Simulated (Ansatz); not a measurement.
# A computed series for FeNi3: pressure series

The parent structure is FeNi₃ in the Cu3Au type structure (space group Pm-3m, No. 221; ferromagnetic).

```yaml
crystal:
  lattice:
    - [3.54427, 0.00000, 0.00000]
    - [0.00000, 3.54427, 0.00000]
    - [0.00000, 0.00000, 3.54427]
  atoms:
    - { symbol: Ni, position: [0.00000, 0.50000, 0.50000] }
    - { symbol: Ni, position: [0.50000, 0.50000, 0.00000] }
    - { symbol: Ni, position: [0.50000, 0.00000, 0.50000] }
    - { symbol: Fe, position: [0.00000, 0.00000, 0.00000] }
```

Cell and atoms are relaxed at each pressure.

Level of theory: PBE/PAW in Ansatz (a first-principles code), no spin-orbit coupling.

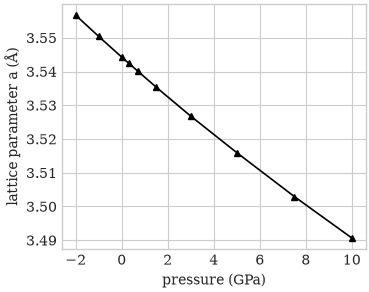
Figure. Lattice parameter a against pressure

| pressure (GPa) | lattice parameter a |
|---|---|
| -2 | 3.557 Å |
| -1 | 3.550 Å |
| 0.3 | 3.542 Å |
| 0.7 | 3.540 Å |
| 1.5 | 3.535 Å |
| 3 | 3.527 Å |
| 5 | 3.516 Å |
| 7.5 | 3.503 Å |
| 10 | 3.491 Å |

Other magnetic orders, which the real material may have, were not ruled out. Load acts through the strain it causes; cell and atoms are relaxed under it. Stability against distortions was not tested. No other phases were tried under pressure.
